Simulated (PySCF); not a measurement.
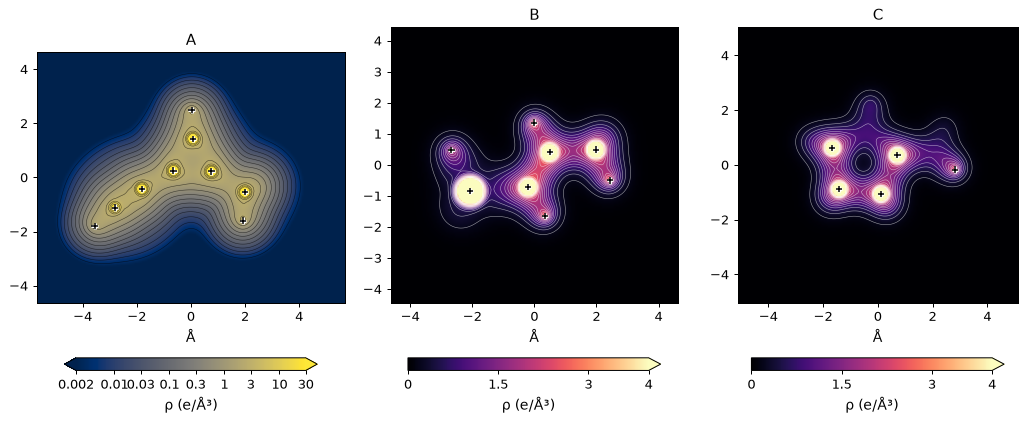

The electron density of 3 systems, each on a plane through atoms (crosses mark nuclei in the plane).

These are results of PBE0/pcSseg-1, SCF density, gas phase, non-relativistic in PySCF, not measurements.

System 1: C6H16NPSi, the plane of atoms C7, C6 and H18. Geometry: GFN2-xTB; at this geometry the atoms fall into two loosely joined parts.

```yaml
atoms:
  - { symbol: C, position_ang: [-0.5496, -2.1071, -1.6329] }
  - { symbol: P, position_ang: [-0.3885, -0.4557, -1.7835] }
  - { symbol: N, position_ang: [-1.4875, 0.2382, -0.7151] }
  - { symbol: C, position_ang: [-1.8183, 1.6339, -0.8724] }
  - { symbol: C, position_ang: [-2.2336, -0.4447, 0.3077] }
  - { symbol: C, position_ang: [1.4231, -0.2965, 1.2489] }
  - { symbol: C, position_ang: [1.5357, -1.7714, 1.4405] }
  - { symbol: C, position_ang: [1.9840, 0.3854, 0.2581] }
  - { symbol: Si, position_ang: [1.8975, 2.2442, 0.0309] }
  - { symbol: H, position_ang: [-1.2614, -2.6314, -1.0206] }
  - { symbol: H, position_ang: [0.1293, -2.7166, -2.2028] }
  - { symbol: H, position_ang: [-2.8693, 1.7581, -1.1537] }
  - { symbol: H, position_ang: [-1.1925, 2.0628, -1.6519] }
  - { symbol: H, position_ang: [-1.6416, 2.1773, 0.0602] }
  - { symbol: H, position_ang: [-2.3477, 0.2141, 1.1714] }
  - { symbol: H, position_ang: [-3.2310, -0.7378, -0.0389] }
  - { symbol: H, position_ang: [-1.6949, -1.3352, 0.6242] }
  - { symbol: H, position_ang: [0.8311, 0.2202, 1.9949] }
  - { symbol: H, position_ang: [1.9455, -1.9955, 2.4258] }
  - { symbol: H, position_ang: [2.1747, -2.2138, 0.6798] }
  - { symbol: H, position_ang: [0.5516, -2.2372, 1.3808] }
  - { symbol: H, position_ang: [2.5698, -0.1712, -0.4661] }
  - { symbol: H, position_ang: [3.2277, 2.8156, 0.2715] }
  - { symbol: H, position_ang: [0.9504, 2.8225, 0.9896] }
  - { symbol: H, position_ang: [1.4844, 2.5661, -1.3372] }
```

System 2: C6H5 (charge +1), the plane of atoms C3, C5 and C6. Geometry: GFN2-xTB, MD frame at 250 fs, 300 K.

```xyz
11

C     2.6798   -1.2700   -0.1329
C     1.6484   -0.6259   -0.1606
C     0.4498    0.0074   -0.0872
C    -0.3077    1.1567   -0.0150
C    -0.9398   -0.0806    0.0734
C    -2.1341   -0.8886    0.2397
H     3.4555   -1.9159   -0.1358
H    -0.3052    2.2113   -0.0452
H    -2.7483   -0.6100   -0.5467
H    -2.6092   -0.5607    1.1283
H    -2.0102   -1.9337    0.2961
```

System 3: C6H14O2Si, the plane of atoms C2, C3 and C4. Geometry: PBE0-D3(BJ)/def2-SVP.

```tsv
atom	x (Å)	y (Å)	z (Å)
C	0.0699	2.3186	1.1884
C	-0.4811	1.0989	0.4690
C	-1.1989	0.0952	1.3886
C	-1.0802	-1.2830	0.7045
C	-0.2619	-1.0476	-0.5753
C	0.5427	0.2289	-0.2864
Si	2.1492	-0.1269	0.6076
O	1.7906	-0.6357	2.1514
O	2.9801	-1.3678	-0.1405
H	-0.7396	2.8967	1.6608
H	0.7697	2.0253	1.9887
H	0.6026	2.9936	0.4999
H	-1.2094	1.4459	-0.2882
H	-2.2418	0.3967	1.5718
H	-0.6910	0.0725	2.3647
H	-2.0591	-1.7326	0.4801
H	-0.5515	-1.9834	1.3676
H	0.3657	-1.9082	-0.8536
H	-0.9375	-0.8547	-1.4264
H	0.8591	0.7217	-1.2254
H	3.0551	1.0678	0.6211
H	2.5073	-1.0670	2.6264
H	3.7365	-1.1185	-0.6768
```

> Which map belongs to which system?

Panel A is system 2, C6H5: the plane holds C and H. C–C (1.22 Å): ρ is about 2.7 e/Å³ halfway. Panel B is system 1, C6H16NPSi: the plane holds C, Si and H. C–C (1.33 Å): ρ is about 2.3 e/Å³ halfway. Panel C is system 3, C6H14O2Si: the plane holds C and H. C–C (1.54 Å): ρ at the midpoint is about 1.6 e/Å³.
